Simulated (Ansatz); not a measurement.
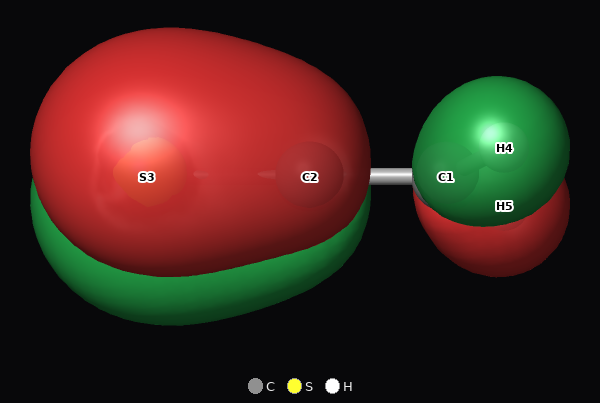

*C2H2S (SMILES C=C=S). The HOMO−1 at ±0.1 Å⁻³ᐟ² (green and red are the two phases), seen from one side.*

Geometry: PBE0-D4/def2-TZVP.

These are results of RKS PBE0-D4/def2-TZVPP (Ansatz), not measurements.

| atom | x (Å) | y (Å) | z (Å) |
| --- | --- | --- | --- |
| C | 0.5579 | -0.2643 | 0.0966 |
| C | -0.6105 | 0.2679 | -0.1271 |
| S | -2.0010 | 0.9014 | -0.3932 |
| H | 1.4112 | 0.0023 | -0.5158 |
| H | 0.6924 | -0.9810 | 0.8981 |

**What is the character of this orbital?**

It lies mainly on S3 (about 60 %), C2 (about 25 %) and C1 (about 5 %); it is symmetric in the molecular plane (an in-plane orbital: σ, lone-pair or in-plane π type). Its energy is −9.12 eV.
